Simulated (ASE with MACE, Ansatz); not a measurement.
# A vacancy of Ta at several sites of Σ17 (530)[001] symmetric tilt boundary in Ta with 14 % W, 10 of 10 solute atoms at the boundaries (72 atoms), part 2 of 3

Aim: make a vacancy of Ta at several sites of Σ17 (530)[001] symmetric tilt boundary in Ta with 14 % W, 10 of 10 solute atoms at the boundaries (72 atoms), relax each, and compare their energies.

Ansatz 0.2.0; Kohn-Sham DFT, PBE, PAW (set soft_2), plane waves.

The cell: 62 Ta and 10 W. Spin–orbit coupling is left out.

So far. Step 2 (Single point at the start): The r.m.s. force at the start is 0.31 eV/Å. Step 3 (Relaxation): The relaxation converged after 20 steps, 2.70 eV below its start, with a largest force component of 0.030 eV/Å.

## 4. Single point at the relaxed geometry

The electronic structure is read at the final geometry, in a run of its own.

File input.yaml:

```yaml
crystal:
  lattice:
    - [6.60282, 0.0, 0.0]
    - [-1.6507, 9.62518, 0.0]
    - [0.0, 0.0, 21.00894]
  atoms:
    - { symbol: Ta, position: [0.21465, 0.8579, 0.99289] }
    - { symbol: Ta, position: [0.39849, 0.61545, 0.01916] }
    - { symbol: W, position: [0.09543, 0.38648, 0.04571] }
    - { symbol: Ta, position: [0.28964, 0.15306, 0.07073] }
    - { symbol: Ta, position: [0.48564, 0.91561, 0.10235] }
    - { symbol: Ta, position: [0.17186, 0.6769, 0.12581] }
    [... 60 atom lines left out ...]
    - { symbol: Ta, position: [0.21028, 0.35501, 0.62174] }
    - { symbol: Ta, position: [0.89582, 0.11585, 0.59941] }
    - { symbol: Ta, position: [0.09776, 0.88109, 0.57081] }
    - { symbol: Ta, position: [0.78861, 0.6395, 0.5455] }
    - { symbol: W, position: [0.98252, 0.40984, 0.51759] }
    - { symbol: Ta, position: [0.17292, 0.17356, 0.49339] }
kpoints:
  mp_grid: { grid: [2, 2, 1] }
hamiltonian:
  xc: pbe
scf:
  occupations: { method: fermi_dirac, width: 0.1 }
output:
  forces: true
  stress: true
  populations: true
  dos:
    method: { smearing: { sigma: 0.08 } }
    de: 0.1
    projected:
      site_lists:
        Ta: [Ta]
        W: [W]
        lower_grain: [0, 1, 2, 3, 4, 5, 6, 7, 8, 9, 10, 11, 12, 13, 14, 15, 16, 17, 36, 37, 38, 39, 40, 41, 42, 43, 44, 45, 46, 47, 48, 49, 50, 51, 52, 53]
        upper_grain: [18, 19, 20, 21, 22, 23, 24, 25, 26, 27, 28, 29, 30, 31, 32, 33, 34, 35, 54, 55, 56, 57, 58, 59, 60, 61, 62, 63, 64, 65, 66, 67, 68, 69, 70, 71]
  eigenvalues: true
  write_density: true
  write_potential: true
  volumetric_format: npy
```

Run with:

```
ansatz run input.yaml --threads 6 --pin off --max-ram 102400MiB --backend cuda --events-out ev --progress --plain --runs-dir out
```

Numbers of over 12 decimals in the logs are rounded to 6 here.

The log of the run:

```text
[...]
GPU FFT provider: cuFFT
GPU libraries: cuBLAS 13.8.2, cuFFT 12.4.0, cuSOLVER 12.3.4
Crystal: 72 atoms, lattice volume = 1335.188 Å³
Basis set: ecut = 420 eV, 26013 PW (Γ), exchange–correlation on 90×144×288 points (8 copies of the dense FFT grid, shifted against one another)
Bands: 568, of which v1, the nominal top of the filled ones, is band 473 counted from 1 (472 counted from 0)
Symmetry: 1 space group operations
[...]
k-points: 4
[...]
GPU buffer pool allocated for 466560 grid points (all kernels)
[...]
SCF iter   1: F=—  HF=-719640.455473 eV  |F-HF|=—  |Δ(HF+E_count)|=         —  Δρ=6.38e-3  dr2=4.62e0  ethr=1.77e-3  ⟨swp⟩=7.8  Hψ=9835  notcnv=0  defer=14
[...]
SCF iter   7: F=-719640.273364 eV  HF=-719640.273364 eV  |F-HF|=1.93e-8  |Δ(HF+E_count)|=   1.30e-7  Δρ=1.35e-6  dr2=3.69e-8  ethr=1.06e-11  ⟨swp⟩=16.8  Hψ=16497  notcnv=0
SCF 1 converged in 7 iterations: F = -719640.273364 eV  dr2 = 3.69e-8
[...]
SCF converged after 7 iterations
Free energy (F): -719640.273364 eV
[...]
Internal energy: -719637.890912 eV  (E = F + TS)
E sigma→0 (E₀):  -719639.082138 eV
Entropy (-TS):   -2.382452 eV (-33.090 meV/atom)
Fermi energy:    18.206405 eV
[...]
--- Forces (eV/Å), atoms counted from 1 ---
  atom   1  Ta     0.01120365    -0.00524013    -0.00166383
  atom   2  Ta     0.00805918     0.01387913     0.00029425
  atom   3  W     -0.00408996    -0.00543593    -0.01344479
  atom   4  Ta     0.01630324     0.00789198    -0.00743428
  atom   5  Ta     0.00569875     0.00465828     0.00404180
  atom   6  Ta    -0.00131806     0.00105641    -0.00385861
  atom   7  Ta    -0.01484272     0.00256731    -0.01881796
  atom   8  Ta    -0.00997809    -0.00984246    -0.00399668
  atom   9  Ta    -0.01237212     0.00246621     0.00289739
  atom  10  Ta     0.00790853     0.00126574     0.00534147
  atom  11  Ta    -0.00287091    -0.00170266     0.02058606
  atom  12  Ta     0.00432466    -0.00222439     0.00080153
  atom  13  Ta    -0.00420125     0.00824096    -0.01270189
  atom  14  Ta     0.02009274     0.00065461    -0.01812539
[...]
atom  71  W     -0.00181117    -0.02360453    -0.00897818
  atom  72  Ta    -0.01018897    -0.01011726     0.00314785
  max |Σ_I F_I| component: 4.06e-5 eV/Å
--- Stress (GPa, compression-positive) ---
       -5.762122      -0.173620      -0.104727
       -0.173619      -1.986344      -0.122208
       -0.104727      -0.122208      -1.693861
  P = ⅓ Tr σ = -3.1474 GPa (-31.474 kbar)
--- Band table (eV) ---
[...]
--- Löwdin populations: 72 sites ---
  site symbol       q [e]
     0     Ta     12.9363
     1     Ta     12.8647
     2      W     13.8676
[...]
71     Ta     12.9180
  spilling = 0.007362 (of n_electrons = 946.000000)
```

Elapsed: 6.8 s, on 1 × NVIDIA H100 80GB HBM3 with 6 threads of AMD EPYC 7R13 (Zen 3), shared host; peak memory 2.5 GiB; 17 s of CPU time.

That memory is the host's; the program planned 19.6 GiB on the GPU.

The run gave:

```
free energy                             : -719640.2734 eV
free energy per atom                    : -9995.0038 eV/atom
SCF cycles                              : 7
pressure                                : -3.147 GPa
r.m.s. force component                  : 0.00966 eV/Å
longest force                           : 0.03283 eV/Å
Fermi energy                            : 18.21 eV
levels partly filled by over 2 per cent : 114
spilling of the projection              : 0.007362
```

## 5. Vacancy of Ta, site Ta1

The site has 8 bonded neighbours (Ta7W) at 2.86 Å on average, in the lower grain. The change is made in the relaxed cell and the atoms are relaxed again.

File input.yaml:

```yaml
crystal:
  lattice:
    - [6.60282, 0.0, 0.0]
    - [-1.6507, 9.62518, 0.0]
    - [0.0, 0.0, 21.00894]
  atoms:
    - { symbol: Ta, position: [0.39849, 0.61545, 0.01916] }
    - { symbol: W, position: [0.09543, 0.38648, 0.04571] }
    - { symbol: Ta, position: [0.28964, 0.15306, 0.07073] }
    - { symbol: Ta, position: [0.48564, 0.91561, 0.10235] }
    [... atom lines 5 to 71 left out ...]
kpoints:
  mp_grid: { grid: [2, 2, 1] }
hamiltonian:
  xc: pbe
scf:
  occupations: { method: fermi_dirac, width: 0.1 }
output:
  forces: true
  eigenvalues: true
relax:
  f_tol: 0.05
  max_steps: 90
```

The log of the run:

```text
[...]
GPU FFT provider: cuFFT
GPU libraries: cuBLAS 13.8.2, cuFFT 12.4.0, cuSOLVER 12.3.4
Crystal: 71 atoms, lattice volume = 1335.188 Å³
Basis set: ecut = 420 eV, 26013 PW (Γ), exchange–correlation on 90×144×288 points (8 copies of the dense FFT grid, shifted against one another)
Bands: 560, of which v1, the nominal top of the filled ones, is band 467 counted from 1 (466 counted from 0)
Symmetry: 1 space group operations
[...]
k-points: 4
[...]
GPU buffer pool allocated for 466560 grid points (all kernels)
[...]
SCF iter   1: F=—  HF=-709704.781029 eV  |F-HF|=—  |Δ(HF+E_count)|=         —  Δρ=6.85e-3  dr2=2.86e0  ethr=1.77e-3  ⟨swp⟩=8.5  Hψ=9649  notcnv=0  defer=7
[...]
SCF iter   5: F=—  HF=-709704.542734 eV  |F-HF|=—  |Δ(HF+E_count)|=   1.57e-4  Δρ=6.52e-5  dr2=2.00e-4  ethr=1.56e-7  ⟨swp⟩=2.0  Hψ=2647  notcnv=0  defer=3
SCF iter   6: F=-709704.542713 eV  HF=-709704.542720 eV  |F-HF|=7.58e-6  |Δ(HF+E_count)|=   1.37e-5  Δρ=2.69e-5  dr2=3.03e-5  ethr=6.70e-9  ⟨swp⟩=12.5  Hψ=8336  notcnv=0
SCF 1 converged in 6 iterations: F = -709704.542713 eV  dr2 = 3.03e-5
[...]
relax step   1: F+E_penalty+E_count = -709704.54271276 eV  Δ(F+E_penalty+E_count) = +0.000e0 eV  max|allowed force component| = 6.435e-1 eV/Å  Δτ_max = 0.0000 Å  (6 SCF iters, dr2 threshold 6.25e-5 eV, accepted)
[... from here on, the SCF cycles and remarks between the steps are left out ...]
relax step   2: F+E_penalty+E_count = -709704.72119438 eV  Δ(F+E_penalty+E_count) = -1.785e-1 eV  max|allowed force component| = 5.546e-1 eV/Å  Δτ_max = 0.1949 Å  (6 SCF iters, dr2 threshold 2.59e-5 eV, accepted)
relax step   3: F+E_penalty+E_count = -709704.87293489 eV  Δ(F+E_penalty+E_count) = -1.517e-1 eV  max|allowed force component| = 5.480e-1 eV/Å  Δτ_max = 0.0596 Å  (6 SCF iters, dr2 threshold 1.92e-5 eV, accepted)
relax step   4: F+E_penalty+E_count = -709705.01877260 eV  Δ(F+E_penalty+E_count) = -1.458e-1 eV  max|allowed force component| = 2.499e-1 eV/Å  Δτ_max = 0.2000 Å  (6 SCF iters, dr2 threshold 1.00e-4 eV, accepted)
relax step   5: F+E_penalty+E_count = -709705.10434751 eV  Δ(F+E_penalty+E_count) = -8.557e-2 eV  max|allowed force component| = 2.950e-1 eV/Å  Δτ_max = 0.2000 Å  (6 SCF iters, dr2 threshold 1.30e-5 eV, accepted)
relax step   6: F+E_penalty+E_count = -709705.18164607 eV  Δ(F+E_penalty+E_count) = -7.730e-2 eV  max|allowed force component| = 2.650e-1 eV/Å  Δτ_max = 0.1946 Å  (6 SCF iters, dr2 threshold 1.81e-5 eV, accepted)
relax step   7: F+E_penalty+E_count = -709705.26206682 eV  Δ(F+E_penalty+E_count) = -8.042e-2 eV  max|allowed force component| = 2.218e-1 eV/Å  Δτ_max = 0.1947 Å  (6 SCF iters, dr2 threshold 5.66e-5 eV, accepted)
relax step   8: F+E_penalty+E_count = -709705.31532868 eV  Δ(F+E_penalty+E_count) = -5.326e-2 eV  max|allowed force component| = 4.582e-1 eV/Å  Δτ_max = 0.1956 Å  (6 SCF iters, dr2 threshold 3.45e-5 eV, accepted)
relax step   9: F+E_penalty+E_count = -709705.35133908 eV  Δ(F+E_penalty+E_count) = -3.601e-2 eV  max|allowed force component| = 1.939e-1 eV/Å  Δτ_max = 0.1841 Å  (6 SCF iters, dr2 threshold 1.00e-4 eV, accepted)
relax step  10: F+E_penalty+E_count = -709705.36265905 eV  Δ(F+E_penalty+E_count) = -1.132e-2 eV  max|allowed force component| = 1.318e-1 eV/Å  Δτ_max = 0.0746 Å  (6 SCF iters, dr2 threshold 6.73e-6 eV, accepted)
relax step  11: F+E_penalty+E_count = -709705.35699198 eV  Δ(F+E_penalty+E_count) = +5.667e-3 eV  max|allowed force component| = 3.494e-1 eV/Å  Δτ_max = 0.2000 Å  (7 SCF iters, dr2 threshold 3.11e-6 eV, rejected (line search))
relax step  12: F+E_penalty+E_count = -709705.38378469 eV  Δ(F+E_penalty+E_count) = -2.113e-2 eV  max|allowed force component| = 8.237e-2 eV/Å  Δτ_max = 0.0923 Å  (8 SCF iters, accepted)
relax step  13: F+E_penalty+E_count = -709705.38529205 eV  Δ(F+E_penalty+E_count) = -1.507e-3 eV  max|allowed force component| = 1.326e-1 eV/Å  Δτ_max = 0.1000 Å  (6 SCF iters, dr2 threshold 2.65e-6 eV, accepted)
relax step  14: F+E_penalty+E_count = -709705.38921248 eV  Δ(F+E_penalty+E_count) = -3.920e-3 eV  max|allowed force component| = 4.941e-2 eV/Å  Δτ_max = 0.0131 Å  (6 SCF iters, dr2 threshold 6.87e-6 eV, accepted)
relax step  15: F+E_penalty+E_count = -709705.38921248 eV  Δ(F+E_penalty+E_count) = +1.863e-9 eV  max|allowed force component| = 4.941e-2 eV/Å  Δτ_max = 0.0000 Å  (6 SCF iters, accepted)
SCF converged after 6 iterations
Free energy (F): -709705.389212 eV
[...]
Internal energy: -709703.059019 eV  (E = F + TS)
E sigma→0 (E₀):  -709704.224116 eV
Entropy (-TS):   -2.330194 eV (-32.820 meV/atom)
Fermi energy:    17.926220 eV
[...]
Σ components = -709705.389212   (vs F -709705.389212, Δ=0.00e0)
--- Forces (eV/Å), atoms counted from 1 ---
  atom   1  Ta     0.00926919    -0.00679250    -0.00682974
  atom   2  W     -0.01257676    -0.00138843    -0.00386459
  atom   3  Ta    -0.00252092     0.00718257    -0.00450505
  atom   4  Ta     0.00289156     0.01021945    -0.00539802
[...]
atom  71  Ta    -0.00588296     0.00144346    -0.00199140
  max |Σ_I F_I| component: 3.41e-7 eV/Å
--- Band table (eV) ---
[...]
--- Relaxed structure (15 steps of the walk, 14 accepted, 0 SCFs on fresh bases) ---
  F+E_penalty+E_count = -709705.38921248 eV   max|allowed force component| = 4.941e-2 eV/Å
  atoms:
    - { symbol: Ta, position: [0.394775, 0.589802, 0.019126] }
    - { symbol: W, position: [0.101928, 0.361973, 0.044782] }
    - { symbol: Ta, position: [0.301287, 0.130183, 0.067387] }
    - { symbol: Ta, position: [0.482141, 0.890914, 0.098013] }
[...]
- { symbol: Ta, position: [0.176470, 0.188110, 0.493597] }
```

The job ended after 37 s (1 × NVIDIA H100 80GB HBM3 with 6 threads; peak memory 1.5 GiB; 100 s of CPU time).

That memory is the host's; the program planned 19.5 GiB on the GPU.

The relaxation converged after 15 steps, 0.846 eV below its start, with a largest force component of 0.049 eV/Å.

The surroundings of the place of the removed atom, after relaxation: 10 atoms, nearest first, with positions taken from that point. Atoms keep their numbers of the cell before the removal, where the removed atom was number 1.

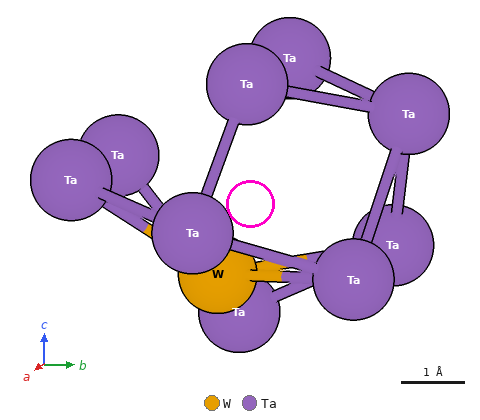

The atoms of the table, within 3.2 Å (arrows a, b, c point along x, y, z); some may hide others. A ring marks the centre wherever it is empty.

| atom | x | y | z | distance (Å) |
| --- | --- | --- | --- | --- |
| W21 | 0.64 | -0.40 | -1.05 | 1.29 |
| Ta56 | -1.36 | 2.04 | -0.80 | 2.58 |
| Ta41 | -1.51 | 0.32 | 2.15 | 2.65 |
| Ta5 | 1.71 | 0.32 | 2.21 | 2.81 |
| Ta57 | -1.86 | -0.58 | -2.04 | 2.82 |
| Ta20 | 1.87 | 2.09 | -0.87 | 2.94 |
| Ta38 | -1.62 | -2.51 | 0.46 | 3.03 |
| Ta4 | 0.12 | 2.62 | 1.56 | 3.05 |
| Ta2 | 1.63 | -2.58 | 0.55 | 3.10 |
| Ta37 | 3.17 | -0.26 | 0.00 | 3.19 |

The largest move is 1.40 Å, by W21.

## 6. Vacancy of Ta, site Ta63

The site has 8 bonded neighbours (Ta8) at 2.88 Å on average, in the upper grain. 

Input and log are left out; they have the form of those shown for this kind of step.

Run time: 33 s. Hardware: 1 × NVIDIA H100 80GB HBM3 with 6 threads of AMD EPYC 7R13 (Zen 3), shared host; peak memory 1.5 GiB.

That memory is the host's; the program planned 19.5 GiB on the GPU.

The relaxation converged after 13 steps, 0.926 eV below its start, with a largest force component of 0.038 eV/Å.

## 7. Vacancy of Ta, site Ta50

The site has 9 bonded neighbours (Ta8W) at 2.90 Å on average, in the lower grain. 

input.yaml, the sections that differ from step 5:

```yaml
crystal:
  lattice:
    - [6.60282, 0.0, 0.0]
    - [-1.6507, 9.62518, 0.0]
    - [0.0, 0.0, 21.00894]
  atoms:
    [... atom lines 1 to 46 left out ...]
    - { symbol: Ta, position: [0.57852, 0.49182, 0.27804] }
    - { symbol: Ta, position: [0.75563, 0.24548, 0.2824] }
    - { symbol: Ta, position: [0.08898, 0.9866, 0.34905] }
    - { symbol: Ta, position: [0.76761, 0.46755, 0.40791] }
    - { symbol: Ta, position: [0.4565, 0.22606, 0.39035] }
    - { symbol: Ta, position: [0.84854, 0.93728, 0.46294] }
    - { symbol: W, position: [0.04619, 0.70223, 0.44435] }
    [... atom lines 54 to 71 left out ...]
# kpoints, hamiltonian, scf, output, relax: as in step 5
```

The log of the run:

```text
[...]
GPU FFT provider: cuFFT
GPU libraries: cuBLAS 13.8.2, cuFFT 12.4.0, cuSOLVER 12.3.4
Crystal: 71 atoms, lattice volume = 1335.188 Å³
Basis set: ecut = 420 eV, 26013 PW (Γ), exchange–correlation on 90×144×288 points (8 copies of the dense FFT grid, shifted against one another)
Bands: 560, of which v1, the nominal top of the filled ones, is band 467 counted from 1 (466 counted from 0)
Symmetry: 1 space group operations
[...]
k-points: 4
[...]
GPU buffer pool allocated for 466560 grid points (all kernels)
[...]
SCF iter   1: F=—  HF=-709705.494640 eV  |F-HF|=—  |Δ(HF+E_count)|=         —  Δρ=6.36e-3  dr2=5.53e0  ethr=1.77e-3  ⟨swp⟩=8.2  Hψ=9703  notcnv=0  defer=6
[...]
SCF iter   5: F=—  HF=-709705.325192 eV  |F-HF|=—  |Δ(HF+E_count)|=   1.89e-4  Δρ=9.43e-5  dr2=3.12e-4  ethr=1.93e-7  ⟨swp⟩=1.5  Hψ=2227  notcnv=0  defer=6
SCF iter   6: F=-709705.325131 eV  HF=-709705.325152 eV  |F-HF|=2.18e-5  |Δ(HF+E_count)|=   3.97e-5  Δρ=2.73e-5  dr2=4.35e-5  ethr=6.70e-9  ⟨swp⟩=13.2  Hψ=8802  notcnv=0
SCF 1 converged in 6 iterations: F = -709705.325131 eV  dr2 = 4.35e-5
[...]
relax step   1: F+E_penalty+E_count = -709705.32513065 eV  Δ(F+E_penalty+E_count) = +0.000e0 eV  max|allowed force component| = 1.429e0 eV/Å  Δτ_max = 0.0000 Å  (6 SCF iters, dr2 threshold 6.25e-5 eV, accepted)
[... from here on, the SCF cycles and remarks between the steps are left out ...]
relax step   2: F+E_penalty+E_count = -709705.79571382 eV  Δ(F+E_penalty+E_count) = -4.706e-1 eV  max|allowed force component| = 7.226e-1 eV/Å  Δτ_max = 0.1918 Å  (6 SCF iters, dr2 threshold 1.00e-4 eV, accepted)
relax step   3: F+E_penalty+E_count = -709706.08065507 eV  Δ(F+E_penalty+E_count) = -2.849e-1 eV  max|allowed force component| = 2.522e-1 eV/Å  Δτ_max = 0.2000 Å  (6 SCF iters, dr2 threshold 3.26e-5 eV, accepted)
relax step   4: F+E_penalty+E_count = -709706.18170478 eV  Δ(F+E_penalty+E_count) = -1.010e-1 eV  max|allowed force component| = 9.553e-2 eV/Å  Δτ_max = 0.2000 Å  (6 SCF iters, dr2 threshold 7.75e-6 eV, accepted)
relax step   5: F+E_penalty+E_count = -709706.19045683 eV  Δ(F+E_penalty+E_count) = -8.752e-3 eV  max|allowed force component| = 9.347e-2 eV/Å  Δτ_max = 0.0421 Å  (6 SCF iters, accepted)
relax step   6: F+E_penalty+E_count = -709706.19748526 eV  Δ(F+E_penalty+E_count) = -7.028e-3 eV  max|allowed force component| = 1.175e-1 eV/Å  Δτ_max = 0.0373 Å  (7 SCF iters, accepted)
relax step   7: F+E_penalty+E_count = -709706.20107254 eV  Δ(F+E_penalty+E_count) = -3.587e-3 eV  max|allowed force component| = 8.211e-2 eV/Å  Δτ_max = 0.0255 Å  (6 SCF iters, dr2 threshold 1.32e-5 eV, accepted)
relax step   8: F+E_penalty+E_count = -709706.20468730 eV  Δ(F+E_penalty+E_count) = -3.615e-3 eV  max|allowed force component| = 5.300e-2 eV/Å  Δτ_max = 0.0221 Å  (6 SCF iters, dr2 threshold 3.29e-6 eV, accepted)
relax step   9: F+E_penalty+E_count = -709706.20680455 eV  Δ(F+E_penalty+E_count) = -2.117e-3 eV  max|allowed force component| = 4.553e-2 eV/Å  Δτ_max = 0.0479 Å  (7 SCF iters, accepted)
SCF converged after 7 iterations
Free energy (F): -709706.206805 eV
[...]
Internal energy: -709703.833460 eV  (E = F + TS)
E sigma→0 (E₀):  -709705.020132 eV
Entropy (-TS):   -2.373344 eV (-33.427 meV/atom)
Fermi energy:    17.912541 eV
[...]
Σ components = -709706.206805   (vs F -709706.206805, Δ=0.00e0)
--- Forces (eV/Å), atoms counted from 1 ---
  atom   1  Ta     0.00726488    -0.00079002    -0.00066786
  atom   2  Ta     0.00133332     0.00089820     0.00988296
  atom   3  W      0.00342785     0.00664613     0.00850077
  atom   4  Ta    -0.00466123    -0.00436476    -0.00467324
[...]
atom  71  Ta     0.00010301     0.00171799    -0.01423517
  max |Σ_I F_I| component: 6.03e-5 eV/Å
--- Band table (eV) ---
[...]
--- Relaxed structure (9 steps of the walk, 9 accepted, 0 SCFs on fresh bases) ---
  F+E_penalty+E_count = -709706.20680455 eV   max|allowed force component| = 4.553e-2 eV/Å
  atoms:
    - { symbol: Ta, position: [0.203524, 0.846004, 0.994445] }
    - { symbol: Ta, position: [0.386281, 0.604406, 0.021594] }
    - { symbol: W, position: [0.086331, 0.376366, 0.048408] }
    - { symbol: Ta, position: [0.279879, 0.141745, 0.073235] }
[...]
- { symbol: Ta, position: [0.188953, 0.185574, 0.492828] }
```

It took 22 s on 1 × NVIDIA H100 80GB HBM3 with 6 threads; peak memory 1.5 GiB; 61 s of CPU time.

That memory is the host's; the program planned 19.5 GiB on the GPU.

The relaxation converged after 9 steps, 0.882 eV below its start, with a largest force component of 0.046 eV/Å.

The surroundings of the place of the removed atom, after relaxation: 10 atoms, nearest first, with positions taken from that point. Atoms keep their numbers of the cell before the removal, where the removed atom was number 50.

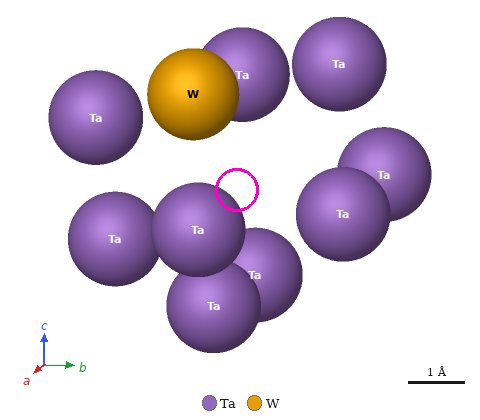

The atoms of the table, within 3.3 Å (arrows a, b, c point along x, y, z); some may hide others. A ring marks the centre wherever it is empty.

| atom | x | y | z | distance (Å) |
| --- | --- | --- | --- | --- |
| Ta46 | 0.92 | -0.19 | -1.96 | 2.17 |
| Ta18 | -1.28 | -0.23 | 1.83 | 2.24 |
| Ta49 | 1.53 | 2.40 | 0.08 | 2.85 |
| Ta51 | 0.57 | -2.50 | 1.34 | 2.89 |
| Ta13 | -1.76 | 2.31 | 0.00 | 2.90 |
| Ta47 | -0.84 | -2.50 | -1.30 | 2.94 |
| Ta14 | 3.01 | 0.06 | 0.01 | 3.01 |
| W54 | 2.00 | -0.29 | 2.28 | 3.04 |
| Ta10 | -2.18 | -0.22 | -2.16 | 3.08 |
| Ta53 | 0.25 | 1.99 | 2.55 | 3.25 |

The largest move is 0.49 Å, by Ta46.

## 8. Vacancy of Ta, site Ta56

The site has 10 bonded neighbours (Ta9W) at 2.97 Å on average, in the upper grain. 

Input and log are left out; they have the form of those shown for this kind of step.

The job ended after 36 s (1 × NVIDIA H100 80GB HBM3 with 6 threads of AMD EPYC 7R13 (Zen 3), shared host; peak memory 1.5 GiB; 96 s of CPU time).

That memory is the host's; the program planned 19.5 GiB on the GPU.

The relaxation converged after 14 steps, 0.493 eV below its start, with a largest force component of 0.0091 eV/Å.

(Continued in part 3 of 3.)

[Logs are printed without paths, hosts, clocks, repeated set-up lines and the standing remarks that a program may print on its own settings, such as how far it seeks lower states.]

[Hosts, paths, dates, database ids (printed as entryN), source tags and the programs' standing remarks are cut or masked in the printed files.]
